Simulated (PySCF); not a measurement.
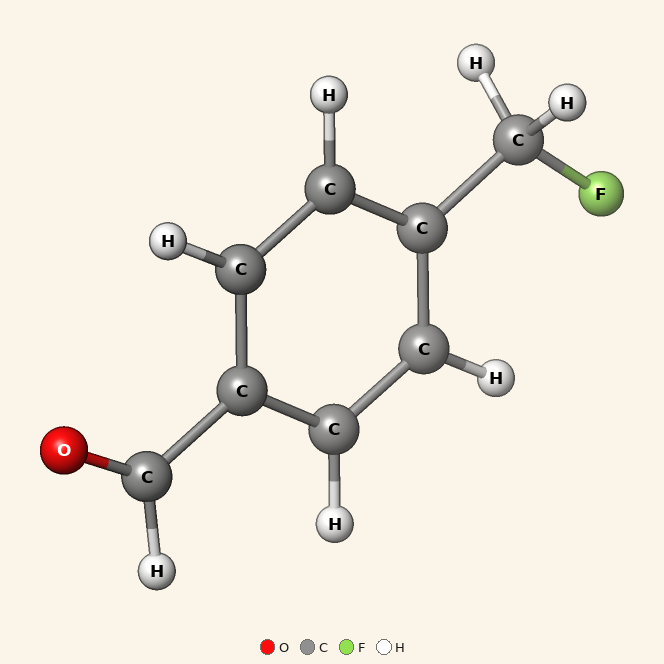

A ball-and-stick model of a molecule.

Question: What is the molecular formula?

Answer: C₈H₇FO, 17 atoms: 8 carbon, 7 hydrogen, 1 fluorine and 1 oxygen.

Question: Describe its rings.

Answer: Independent rings (smallest set): 1 of 6 members, 1 of them aromatic.

More results for the same structure follow; atom numbers are the same in all pictures, views and colours differ. The computed structure is the end point of a PBE0-D3(BJ)/def2-SVP optimisation. No frequency run is at hand to confirm it as a minimum.

### Shape

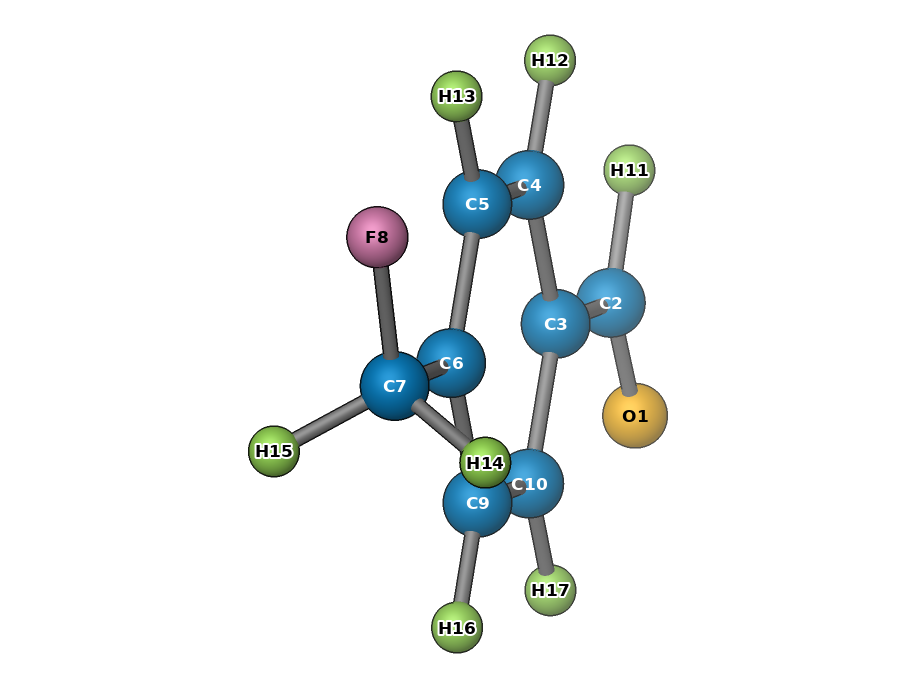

C2 lies behind C3. The molecule seen a little off the C3–C2 bond, C3 in front. Depth is shown by fading: the farther an atom, the more it takes the colour of the background. No frequency run is at hand to confirm it as a minimum.

Question: What is the torsion angle C4–C3–C2–O1? The sign is positive where the front bond must turn clockwise to cover the back bond.

Answer: −179°, antiperiplanar (anti).

### Excitation

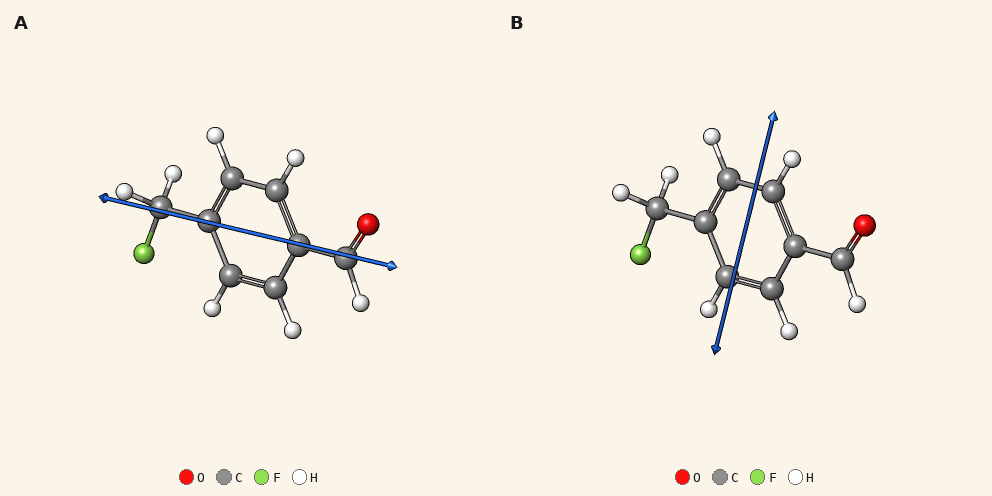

The double arrows show the directions of two transition dipoles from the ground state (lengths mean nothing). No frequency run is at hand to confirm it as a minimum. Level of theory: TDDFT CAM-B3LYP/def2-SVPD, vertical, gas phase, core orbitals frozen in the response (PySCF 2.14.0).

Question: One belongs to singlet state 3 and one to singlet state 4. Which is which?

Answer: A: state 3, 5.29 eV (234 nm), oscillator strength 0.33, mainly HOMO → LUMO (weight 0.91).
B: state 4, 6.39 eV (194 nm), oscillator strength 0.21, mainly HOMO → LUMO+1 (weight 0.67).

### Polarisability

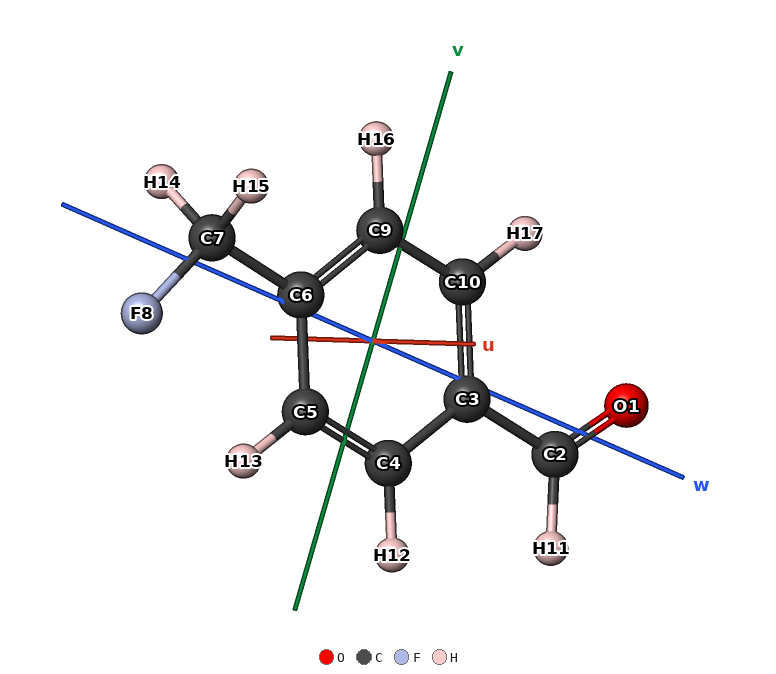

The lines u, v and w are the principal axes of the static dipole polarisability. No frequency run is at hand to confirm it as a minimum. Level of theory: CAM-B3LYP/def2-SVPD in dichloromethane (IEF-PCM) (PySCF 2.14.0).

Question: Along which axis is the molecule most polarisable, and along which least?

Answer: Most along w (nearly parallel to the C4–C5 bond), least along u.

Question: Give the three principal values.

Answer: u 74.6, v 136.1, w 179.8 bohr³; mean 130.2, anisotropy 91.5 bohr³.

### Ring current

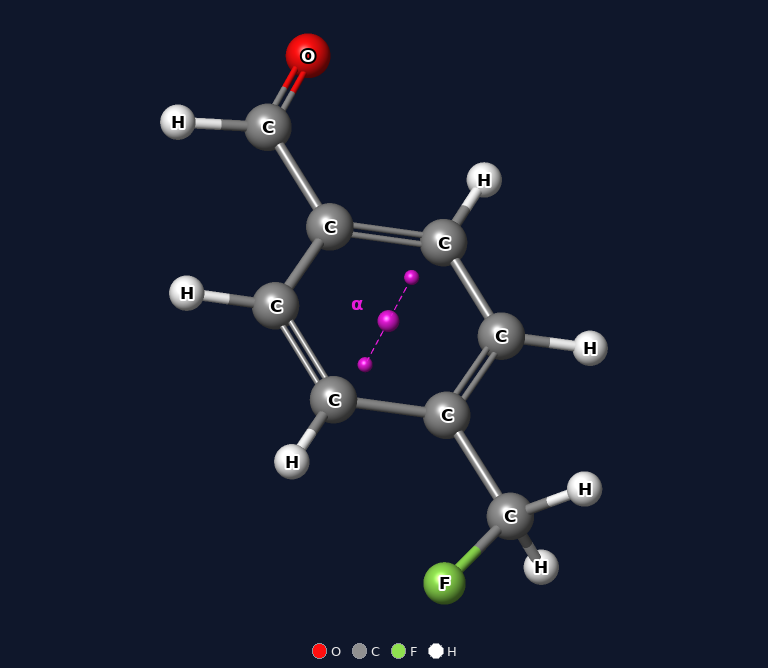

The small points mark where nucleus-independent chemical shifts (NICS) were computed: at the centre of each lettered ring and 1 Å above and below it. No frequency run is at hand to confirm it as a minimum. Properties computed with GIAO PBE0/pcSseg-1 NMR shielding, non-relativistic, IEF-PCM dichloromethane (PySCF 2.14.0).

Give NICS(0), NICS(1) and the out-of-plane component NICS(1)zz for each ring (means of the two sides).

```json
{"ring": "α", "members": "C6", "NICS(0)": "−7.8", "NICS(1)": "−11.0", "NICS(1)zz": "−26.7"}
```

Values in ppm.

Question: What do the values say about the ring currents?

Answer: Ring α: diatropic, as in an aromatic ring. NICS is one index among several.

### Levels of theory compared

No frequency run is at hand to confirm it as a minimum. Program: PySCF 2.14.0.

Tabulate HOMO energy (eV) at these levels: CAM-B3LYP/def2-SVPD; CAM-B3LYP/def2-SVPD in acetone (IEF-PCM); CAM-B3LYP/def2-SVPD in dichloromethane (IEF-PCM); PBE0/pcSseg-1 in acetone (IEF-PCM); PBE0/pcSseg-1 in dichloromethane (IEF-PCM).

| level | HOMO energy (eV) |
| --- | --- |
| CAM-B3LYP/def2-SVPD | −8.86 |
| CAM-B3LYP/def2-SVPD in acetone (IEF-PCM) | −8.68 |
| CAM-B3LYP/def2-SVPD in dichloromethane (IEF-PCM) | −8.69 |
| PBE0/pcSseg-1 in acetone (IEF-PCM) | −7.52 |
| PBE0/pcSseg-1 in dichloromethane (IEF-PCM) | −7.53 |
